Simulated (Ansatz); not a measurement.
# ZnSe wire along [110], 36 atoms a period, H-terminated: bands along the axis

Aim: is the ZnSe wire along [110], 36 atoms a period, H-terminated a metal or a semiconductor?

Calculated with Ansatz 0.2.0; DFT PBE, plane waves, PAW; relaxation of a wire's period; PAW set soft_1, in the first sound run; inputs show where later runs differ.

## Step 1: Set-up

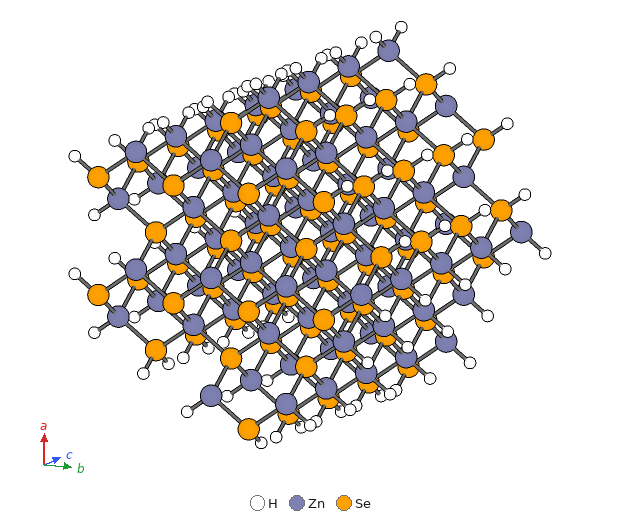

Start, viewed at a slant to the c axis; hydrogen white, zinc blue, selenium orange. 1×1×4 cells are drawn. Some periodic images of atoms are drawn too.

The cell holds 56 atoms: 20 H, 18 Zn and 18 Se. Cell: a = 24.398 Å, b = 23.586 Å, c = 4.059 Å, α = 90.0°, β = 90.0°, γ = 90.0°. Vacuum lies along a and b. The structure's axis is c.

## Step 2: Relaxation of atoms and period

Band widths follow the bond lengths, so the wire is relaxed first. The atoms and the third cell vector are free; the box across stays fixed as vacuum. A Fermi-Dirac smearing is set since the result may be a metal. The pressure printed is a third of the stress's trace over the whole box, vacuum included; only the stress along the axis is relaxed.

Contents of input.yaml:

```yaml
crystal:
  lattice:
    - [24.398, 0.0, 0.0]
    - [0.0, 23.586, 0.0]
    - [0.0, 0.0, 4.058792924]
  atoms:
    - { symbol: H, position: [0.197698705, 0.402280564, 0.0] }
    - { symbol: Zn, position: [0.235087565, 0.456976765, 0.0] }
    - { symbol: Se, position: [0.411536455, 0.198849512, 0.0] }
    - { symbol: Se, position: [0.411536455, 0.370934348, 0.0] }
    - { symbol: H, position: [0.43296389, 0.855842637, 0.0] }
    - { symbol: H, position: [0.448452039, 0.144845668, 0.0] }
    - { symbol: Zn, position: [0.470352751, 0.28489193, 0.0] }
    - { symbol: Zn, position: [0.470352751, 0.456976765, 0.0] }
    - { symbol: Se, position: [0.64680164, 0.198849512, 0.0] }
    - { symbol: Se, position: [0.64680164, 0.370934348, 0.0] }
    - { symbol: H, position: [0.683717224, 0.144845668, 0.0] }
    - { symbol: Zn, position: [0.705617937, 0.28489193, 0.0] }
    - { symbol: Zn, position: [0.705617937, 0.456976765, 0.0] }
    - { symbol: H, position: [0.86063939, 0.543019183, 0.182155601] }
    - { symbol: H, position: [0.256988278, 0.28489193, 0.186178948] }
    - { symbol: H, position: [0.139355685, 0.543019183, 0.313821052] }
    - { symbol: H, position: [0.743006797, 0.28489193, 0.317844399] }
    - { symbol: Se, position: [0.293903862, 0.28489193, 0.5] }
    - { symbol: Se, position: [0.293903862, 0.6290616, 0.5] }
    - { symbol: Se, position: [0.293903862, 0.456976765, 0.5] }
    - { symbol: H, position: [0.315331297, 0.144153311, 0.5] }
    - { symbol: H, position: [0.315331297, 0.769800219, 0.5] }
    - { symbol: Zn, position: [0.352720158, 0.198849512, 0.5] }
    - { symbol: Zn, position: [0.352720158, 0.370934348, 0.5] }
    - { symbol: Zn, position: [0.352720158, 0.543019183, 0.5] }
    - { symbol: Zn, position: [0.352720158, 0.715104018, 0.5] }
    - { symbol: Se, position: [0.529169047, 0.28489193, 0.5] }
    - { symbol: Se, position: [0.529169047, 0.6290616, 0.5] }
    - { symbol: Se, position: [0.529169047, 0.456976765, 0.5] }
    - { symbol: Se, position: [0.529169047, 0.801146436, 0.5] }
    - { symbol: H, position: [0.550596483, 0.144153311, 0.5] }
    - { symbol: H, position: [0.566084632, 0.85515028, 0.5] }
    - { symbol: Zn, position: [0.587985344, 0.198849512, 0.5] }
    - { symbol: Zn, position: [0.587985344, 0.370934348, 0.5] }
    - { symbol: Zn, position: [0.587985344, 0.543019183, 0.5] }
    - { symbol: Zn, position: [0.587985344, 0.715104018, 0.5] }
    - { symbol: Se, position: [0.764434233, 0.6290616, 0.5] }
    - { symbol: Se, position: [0.764434233, 0.456976765, 0.5] }
    - { symbol: H, position: [0.801349817, 0.683065445, 0.5] }
    - { symbol: H, position: [0.801349817, 0.402972921, 0.5] }
    - { symbol: Zn, position: [0.82325053, 0.543019183, 0.5] }
    - { symbol: H, position: [0.743006797, 0.28489193, 0.682155601] }
    - { symbol: H, position: [0.139355685, 0.543019183, 0.686178948] }
    - { symbol: H, position: [0.256988278, 0.28489193, 0.813821052] }
    - { symbol: H, position: [0.86063939, 0.543019183, 0.817844399] }
    - { symbol: Se, position: [0.176271269, 0.543019183, 0.0] }
    - { symbol: H, position: [0.197698705, 0.683757801, 0.0] }
    - { symbol: Zn, position: [0.235087565, 0.6290616, 0.0] }
    - { symbol: Se, position: [0.411536455, 0.543019183, 0.0] }
    - { symbol: Se, position: [0.411536455, 0.715104018, 0.0] }
    - { symbol: Zn, position: [0.470352751, 0.6290616, 0.0] }
    - { symbol: Zn, position: [0.470352751, 0.801146436, 0.0] }
    - { symbol: Se, position: [0.64680164, 0.543019183, 0.0] }
    - { symbol: Se, position: [0.64680164, 0.715104018, 0.0] }
    - { symbol: H, position: [0.683717224, 0.769107862, 0.0] }
    - { symbol: Zn, position: [0.705617937, 0.6290616, 0.0] }
kpoints:
  mp_grid: { grid: [1, 1, 20] }
scf:
  occupations: { method: fermi_dirac, width: 0.05 }
hamiltonian:
  xc: pbe
  pseudopotentials: { kind: paw, azcp: { folder: soft_1 } }
relax:
  cell: { fix: [a, b, alpha, beta, gamma] }
  max_steps: 45
  f_tol: 0.03
```

The run is started by

```console
$ ansatz run input.yaml --threads 4 --pin off --max-ram 16384MiB --backend cpu --events-out ev --progress --plain --runs-dir out
```

Numbers of over 12 decimals in the logs are rounded to 6 here.

Output:

```text
Engine: ansatz 0.2.0, aarch64-unknown-linux-gnu
Pseudopotentials: kind: paw
Pseudopotential: H, paw, valence charge 1, recommended cutoff 420 eV (normal), soft_1/H.paw.azcp
Pseudopotential: Zn, paw, valence charge 12, recommended cutoff 420 eV (normal), soft_1/Zn.paw.azcp
Pseudopotential: Se, paw, valence charge 16, recommended cutoff 420 eV (normal), soft_1/Se.paw.azcp
Functional definition: PBE
  parameter kappa = 0.804
  parameter beta = 0.066725
  exchange = pbe_x(kappa = kappa, mu = beta*pi^2/3)
  correlation = pbe_c(beta = beta)
Crystal: 56 atoms, lattice volume = 2335.637 Å³
Basis set: ecut = 420 eV, 45623 PW (Γ), exchange–correlation on 360×320×60 points (8 copies of the dense FFT grid, shifted against one another)
Bands: 318, of which v1, the nominal top of the filled ones, is band 262 counted from 1 (261 counted from 0)
Symmetry: 2 space group operations
Space group: Pm (ITA 6), of the structure as read, at distance tolerance 1.3e-4 Å
k-points: 11 of 20
Non-local potential: H, projectors of the file, l = 0: 2, l = 1: 1
Non-local potential: Zn, projectors of the file, l = 0: 2, l = 1: 2, l = 2: 3, l = 3: 1
Non-local potential: Se, projectors of the file, l = 0: 2, l = 1: 2, l = 2: 3, l = 3: 1
PAW form: soft (Blöchl's): semilocal exchange-correlation on the pseudo side does not see the compensation charge
PAW one-centre angular grid: H, 110 points (default); XC on 64 Gauss nodes
PAW one-centre angular grid: Zn, 590 points (default); XC on 64 Gauss nodes
PAW one-centre angular grid: Se, 590 points (default); XC on 64 Gauss nodes
Initial density: superposition of atomic densities (neutral atoms: chi_scale 0, normalization atom)
Initial wavefunctions: pseudopotential atomic-orbital guess
Functional: x = pbe(κ = 0.804, μ = 0.219515), c = pbe(β = 0.066725)
SCF iter   1: F=—  HF=-158522.567763 eV  |F-HF|=—  |Δ(HF+E_count)|=         —  Δρ=3.42e-2  dr2=4.81e1  ethr=3.10e-3  ⟨swp⟩=6.6  Hψ=15095  notcnv=0  defer=334
preconditioner: auto → LDOS  [metal: Δε(μ)=0.081 eV  Ē_g=9.911 eV  σ=0.050 eV  W_gap=0.37  n_scr=396 (ndim 8)  ℏωp=14.3 eV  f_vac=0.543  D(μ)=1.87/eV (n_scr^D=8)  β→1.0]
SCF iter   2: F=—  HF=-158581.652884 eV  |F-HF|=—  |Δ(HF+E_count)|=    5.91e1  Δρ=6.61e-2  dr2=1.37e3  ethr=3.10e-3  ⟨swp⟩=9.9  Hψ=10222  notcnv=0  defer=530  recentre
SCF iter   3: F=—  HF=-158514.509041 eV  |F-HF|=—  |Δ(HF+E_count)|=    6.71e1  Δρ=1.95e-2  dr2=1.66e1  ethr=3.10e-3  ⟨swp⟩=5.8  Hψ=8558  notcnv=0  defer=411
SCF iter   4: F=—  HF=-158511.475391 eV  |F-HF|=—  |Δ(HF+E_count)|=    3.03e0  Δρ=1.35e-2  dr2=5.90e0  ethr=3.10e-3  ⟨swp⟩=3.1  Hψ=5485  notcnv=0  defer=515
SCF iter   5: F=—  HF=-158510.102273 eV  |F-HF|=—  |Δ(HF+E_count)|=    1.37e0  Δρ=3.51e-3  dr2=1.29e0  ethr=1.13e-3  ⟨swp⟩=3.5  Hψ=5952  notcnv=0  defer=483
SCF iter   6: F=—  HF=-158509.955703 eV  |F-HF|=—  |Δ(HF+E_count)|=   1.47e-1  Δρ=1.87e-3  dr2=5.38e-1  ethr=2.47e-4  ⟨swp⟩=4.0  Hψ=4472  notcnv=0  defer=478
SCF iter   7: F=—  HF=-158509.898683 eV  |F-HF|=—  |Δ(HF+E_count)|=   5.70e-2  Δρ=1.12e-3  dr2=1.08e-1  ethr=1.03e-4  ⟨swp⟩=4.4  Hψ=4098  notcnv=0  defer=479
SCF iter   8: F=—  HF=-158509.880987 eV  |F-HF|=—  |Δ(HF+E_count)|=   1.77e-2  Δρ=4.24e-4  dr2=1.83e-2  ethr=2.06e-5  ⟨swp⟩=3.3  Hψ=5780  notcnv=0  defer=473
SCF iter   9: F=—  HF=-158509.878848 eV  |F-HF|=—  |Δ(HF+E_count)|=   2.14e-3  Δρ=2.84e-4  dr2=2.41e-3  ethr=3.50e-6  ⟨swp⟩=2.1  Hψ=4639  notcnv=0  defer=472
SCF iter  10: F=—  HF=-158509.878409 eV  |F-HF|=—  |Δ(HF+E_count)|=   4.39e-4  Δρ=1.06e-4  dr2=4.49e-4  ethr=4.60e-7  ⟨swp⟩=2.0  Hψ=4641  notcnv=0  defer=472
SCF iter  11: F=—  HF=-158509.878386 eV  |F-HF|=—  |Δ(HF+E_count)|=   2.30e-5  Δρ=5.92e-5  dr2=1.41e-4  ethr=8.57e-8  ⟨swp⟩=2.0  Hψ=4750  notcnv=0  defer=472
SCF iter  12: F=—  HF=-158509.878378 eV  |F-HF|=—  |Δ(HF+E_count)|=   8.99e-6  Δρ=2.79e-5  dr2=2.95e-5  ethr=2.69e-8  ⟨swp⟩=2.0  Hψ=4807  notcnv=0  defer=472
SCF iter  13: F=—  HF=-158509.878896 eV  |F-HF|=—  |Δ(HF+E_count)|=   5.19e-4  Δρ=1.48e-5  dr2=7.17e-6  ethr=5.63e-9  ⟨swp⟩=2.0  Hψ=5115  notcnv=0  defer=472
SCF iter  14: F=—  HF=-158509.878899 eV  |F-HF|=—  |Δ(HF+E_count)|=   3.01e-6  Δρ=9.44e-6  dr2=2.30e-6  ethr=1.37e-9  ⟨swp⟩=2.0  Hψ=4911  notcnv=0  defer=472
SCF iter  15: F=—  HF=-158509.878900 eV  |F-HF|=—  |Δ(HF+E_count)|=   3.80e-7  Δρ=3.27e-6  dr2=3.15e-7  ethr=4.38e-10  ⟨swp⟩=2.0  Hψ=4872  notcnv=0  defer=472
SCF iter  16: F=-158509.878900 eV  HF=-158509.878900 eV  |F-HF|=1.68e-7  |Δ(HF+E_count)|=   3.07e-7  Δρ=1.67e-6  dr2=8.48e-8  ethr=1.91e-11  ⟨swp⟩=4.0  Hψ=10875  notcnv=0
SCF 1 converged in 16 iterations: F = -158509.878900 eV  dr2 = 8.48e-8
  greatest PAW one-centre occupation: 1.000 electrons in one spin orbital (limit 2), on the Se atom at site 45 (counted from 0), in its partial waves of l = 2
relax step   1: F+E_penalty+E_count = -158509.87890034 eV  Δ(F+E_penalty+E_count) = +0.000e0 eV  max|allowed force component| = 1.562e0 eV/Å  Δτ_max = 0.0000 Å  P = +0.293 GPa  Ω = 2335.637 Å³  fix = [a, b, alpha, beta, gamma]  reactions: a +0.184, b -0.337 GPa; gamma -0.063 GPa/rad  (16 SCF iters, dr2 threshold 1.00e-7 eV, accepted)
Crystal: 56 atoms, lattice volume = 2348.453 Å³
Basis set: ecut = 420 eV, 45795 PW (Γ), exchange–correlation on 360×320×60 points (8 copies of the dense FFT grid, shifted against one another)
Initial density: handed on by an earlier stage of this run
Initial wavefunctions: those handed on with the density
iter 1 solved again at ethr=4.77e-4 eV; its pass at ethr=3.10e-3 eV (dr2=2.50e0 eV) is discarded
SCF iter   1: F=—  HF=-158512.763719 eV  |F-HF|=—  |Δ(HF+E_count)|=         —  Δρ=7.49e-3  dr2=2.49e0  ethr=4.77e-4  ⟨swp⟩=8.7  Hψ=18342  notcnv=0  defer=11
preconditioner: auto → LDOS  [metal: Δε(μ)=0.048 eV  Ē_g=10.100 eV  σ=0.050 eV  W_gap=0.23  n_scr=396 (ndim 8)  ℏωp=14.2 eV  f_vac=0.562  D(μ)=3.34/eV (n_scr^D=8)  β→1.0]
SCF iter   2: F=—  HF=-158512.777165 eV  |F-HF|=—  |Δ(HF+E_count)|=   1.34e-2  Δρ=6.09e-3  dr2=2.01e0  ethr=4.75e-4  ⟨swp⟩=3.0  Hψ=7189  notcnv=0  defer=487
SCF iter   3: F=—  HF=-158512.410901 eV  |F-HF|=—  |Δ(HF+E_count)|=   3.66e-1  Δρ=3.22e-3  dr2=2.97e-1  ethr=3.84e-4  ⟨swp⟩=4.0  Hψ=5684  notcnv=0  defer=485
SCF iter   4: F=—  HF=-158512.329279 eV  |F-HF|=—  |Δ(HF+E_count)|=   8.16e-2  Δρ=4.94e-4  dr2=1.49e-2  ethr=5.68e-5  ⟨swp⟩=2.3  Hψ=5471  notcnv=0  defer=486
SCF iter   5: F=—  HF=-158512.328028 eV  |F-HF|=—  |Δ(HF+E_count)|=   1.25e-3  Δρ=2.33e-4  dr2=2.13e-3  ethr=2.84e-6  ⟨swp⟩=2.0  Hψ=4795  notcnv=0  defer=486
[...]
Free energy (F): -158514.266309 eV
Harris-Foulkes:  -158514.266309 eV  (|F-HF|=2.49e-7)
Internal energy: -158514.251425 eV  (E = F + TS)
E sigma→0 (E₀):  -158514.258867 eV
Entropy (-TS):   -0.014885 eV (-0.266 meV/atom)
Fermi energy:    0.203611 eV
--- Per-component energies (eV) ---
  E_band       = -10998.009115
  E_kinetic    = 4880.516622
  E_local      = -448731.826380  (includes V_loc(G=0)·N_el)
  E_nonlocal   = 8390.756167
  E_hartree    = 219082.284064
  E_xc         = -3100.895000
  E_vxc        = -2745.724398  (∫ρ·V_xc dr)
  E_paw        = -72509.186560  (= ΣΔE_a)
  E_vpaw       = -10956.270063  (= ΣTr[D̂ρ^β])
  E_aug_tail   = -0.030200  (compensation charges beyond the density's cutoff)
  E_ewald      = 133474.129863
  E_smearing   = -0.014885  (= −TS)
  E_closure    = 0.000000  (closes the sum)
  Σ components = -158514.266309   (vs F -158514.266309, Δ=0.00e0)
--- Forces (eV/Å), atoms counted from 1 ---
  atom   1  H      0.00640942     0.00485170     0.00000000
  atom   2  Zn    -0.00393149    -0.00273554     0.00000000
  atom   3  Se    -0.00672973     0.00072977     0.00000000
  atom   4  Se    -0.00263137     0.00054525     0.00000000
  atom   5  H      0.00532456    -0.00391439     0.00000000
  atom   6  H      0.00486755    -0.00612738     0.00000000
  atom   7  Zn     0.00466690     0.00052913     0.00000000
  atom   8  Zn    -0.00020629    -0.00069991     0.00000000
  atom   9  Se    -0.00311120    -0.01151672     0.00000000
  atom  10  Se     0.00330100     0.01610466     0.00000000
  atom  11  H      0.00839951    -0.00722487     0.00000000
  atom  12  Zn    -0.00021904    -0.00039542     0.00000000
  atom  13  Zn    -0.01858760     0.00803214     0.00000000
  atom  14  H     -0.00425955     0.00214532     0.01592470
  atom  15  H      0.01024586    -0.00892279     0.00695217
  atom  16  H      0.00765927    -0.00663879     0.00143112
  atom  17  H      0.00150157    -0.00124700    -0.02567437
  atom  18  Se    -0.01937590     0.00503384     0.00000000
  atom  19  Se     0.00054354     0.00476965     0.00000000
  atom  20  Se     0.00146409    -0.00623650     0.00000000
  atom  21  H      0.00509831     0.01582661     0.00000000
  atom  22  H     -0.00062304    -0.00183589     0.00000000
  atom  23  Zn    -0.00193803    -0.00679173     0.00000000
  atom  24  Zn     0.00529388     0.01106416     0.00000000
  atom  25  Zn     0.00001527    -0.00217923     0.00000000
  atom  26  Zn    -0.00446810    -0.00171060     0.00000000
  atom  27  Se    -0.01374785     0.01681112     0.00000000
  atom  28  Se    -0.00172667     0.00006176     0.00000000
  atom  29  Se     0.00183666     0.00646722     0.00000000
  atom  30  Se    -0.00171204    -0.00421921     0.00000000
  atom  31  H      0.00607267     0.01351521     0.00000000
  atom  32  H      0.00585963     0.00407900     0.00000000
  atom  33  Zn     0.00374968    -0.01523998     0.00000000
  atom  34  Zn     0.00008672    -0.00694593     0.00000000
  atom  35  Zn    -0.00841663    -0.00253092     0.00000000
  atom  36  Zn     0.00130712    -0.00663509     0.00000000
  atom  37  Se    -0.00629694     0.00347622     0.00000000
  atom  38  Se     0.00848342    -0.01061162     0.00000000
  atom  39  H      0.00323621     0.00491658     0.00000000
  atom  40  H     -0.00296120    -0.00451534     0.00000000
[...]
atom  45  H     -0.00425955     0.00214532    -0.01592470
  atom  46  Se    -0.01740519     0.00661391     0.00000000
  atom  47  H      0.00348045    -0.00175356     0.00000000
  atom  48  Zn    -0.00405095     0.00277411     0.00000000
  atom  49  Se    -0.00170554     0.00135491     0.00000000
  atom  50  Se    -0.00123750     0.00888014     0.00000000
  atom  51  Zn    -0.00074549    -0.00056097     0.00000000
  atom  52  Zn    -0.00295032     0.00037903     0.00000000
  atom  53  Se    -0.00275646     0.00849189     0.00000000
  atom  54  Se    -0.00091599    -0.00632007     0.00000000
  atom  55  H      0.00072750     0.00973267     0.00000000
  atom  56  Zn     0.00160685    -0.00868336     0.00000000
  max |Σ_I F_I| component: 3.17e-6 eV/Å
--- Stress (GPa, compression-positive) ---
       -0.009288      -0.003394       0.000000
       -0.003394       0.007216       0.000000
        0.000000       0.000000       0.002564
  P = ⅓ Tr σ = 0.0002 GPa (0.002 kbar)
--- Relaxed structure (9 steps of the walk, 8 accepted, 1 SCFs on fresh bases) ---
  F+E_penalty+E_count = -158514.26630933 eV   max|allowed force component| = 2.567e-2 eV/Å   (the final SCF, on the basis selected at the relaxed cell)
  cell:  # Å, volume = 2408.2047 Å³
    - [24.398, 0, 0.0]
    - [0, 23.586, 0.0]
    - [0.0, 0.0, 4.184898]
  atoms:
    - { symbol: H, position: [0.196757, 0.388517, 0] }
    - { symbol: Zn, position: [0.242148, 0.434327, 0] }
    - { symbol: Se, position: [0.406052, 0.208168, 0] }
    - { symbol: Se, position: [0.412969, 0.372193, 0] }
    - { symbol: H, position: [0.434097, 0.873596, 0] }
    - { symbol: H, position: [0.441898, 0.157526, 0] }
    - { symbol: Zn, position: [0.473118, 0.287697, 0] }
    - { symbol: Zn, position: [0.469440, 0.459152, 0] }
    - { symbol: Se, position: [0.641165, 0.209702, 0] }
    - { symbol: Se, position: [0.644527, 0.367737, 0] }
    - { symbol: H, position: [0.672277, 0.155822, 0] }
    - { symbol: Zn, position: [0.717845, 0.286297, 0] }
    - { symbol: Zn, position: [0.698811, 0.453025, 0] }
    - { symbol: H, position: [0.873020, 0.535502, 0.115553] }
    - { symbol: H, position: [0.279997, 0.288869, 0.105405] }
    - { symbol: H, position: [0.149952, 0.535100, 0.249054] }
    - { symbol: H, position: [0.749693, 0.287508, 0.389476] }
    - { symbol: Se, position: [0.295168, 0.285825, 0.500000] }
    - { symbol: Se, position: [0.295005, 0.631425, 0.500000] }
    - { symbol: Se, position: [0.296861, 0.456660, 0.500000] }
    - { symbol: H, position: [0.315307, 0.132655, 0.500000] }
    - { symbol: H, position: [0.312523, 0.780984, 0.500000] }
    - { symbol: Zn, position: [0.344164, 0.190855, 0.500000] }
    - { symbol: Zn, position: [0.355733, 0.370489, 0.500000] }
    - { symbol: Zn, position: [0.352328, 0.545505, 0.500000] }
    - { symbol: Zn, position: [0.347079, 0.725893, 0.500000] }
    - { symbol: Se, position: [0.529249, 0.284265, 0.500000] }
    - { symbol: Se, position: [0.526109, 0.627623, 0.500000] }
    - { symbol: Se, position: [0.527794, 0.456695, 0.500000] }
    - { symbol: Se, position: [0.519305, 0.796679, 0.500000] }
    - { symbol: H, position: [0.550781, 0.132346, 0.500000] }
    - { symbol: H, position: [0.558510, 0.844627, 0.500000] }
    - { symbol: Zn, position: [0.579593, 0.190945, 0.500000] }
    - { symbol: Zn, position: [0.587067, 0.370149, 0.500000] }
    - { symbol: Zn, position: [0.584559, 0.542058, 0.500000] }
    - { symbol: Zn, position: [0.577754, 0.714800, 0.500000] }
    - { symbol: Se, position: [0.763352, 0.619840, 0.500000] }
    - { symbol: Se, position: [0.758453, 0.463933, 0.500000] }
    - { symbol: H, position: [0.787165, 0.677613, 0.500000] }
    - { symbol: H, position: [0.783480, 0.406722, 0.500000] }
    - { symbol: Zn, position: [0.855179, 0.534140, 0.500000] }
    - { symbol: H, position: [0.749693, 0.287508, 0.610524] }
    - { symbol: H, position: [0.149952, 0.535100, 0.750946] }
    - { symbol: H, position: [0.279997, 0.288869, 0.894595] }
    - { symbol: H, position: [0.873020, 0.535502, 0.884447] }
    - { symbol: Se, position: [0.192749, 0.541711, 0] }
    - { symbol: H, position: [0.192588, 0.697656, 0] }
    - { symbol: Zn, position: [0.243491, 0.658968, 0] }
    - { symbol: Se, position: [0.410734, 0.544524, 0] }
    - { symbol: Se, position: [0.409000, 0.716803, 0] }
    - { symbol: Zn, position: [0.465462, 0.632540, 0] }
    - { symbol: Zn, position: [0.449833, 0.810574, 0] }
    - { symbol: Se, position: [0.643777, 0.542380, 0] }
    - { symbol: Se, position: [0.639750, 0.708004, 0] }
    - { symbol: H, position: [0.674382, 0.759662, 0] }
    - { symbol: Zn, position: [0.704952, 0.624108, 0] }
[key lines of the parts left out:]
SCF converged after 10 iterations
```

The job ended after 89 min (4 threads of Arm Neoverse V2, shared host; peak memory 13 GiB; 5.8 h of CPU time).

(Part 1 of 2 ends here.)

[Logs are printed without paths, hosts, clocks, repeated set-up lines and the standing remarks that a program may print on its own settings, such as how far it seeks lower states.]

[Hosts, paths, dates, database ids (printed as entryN), source tags and the programs' standing remarks are cut or masked in the printed files.]
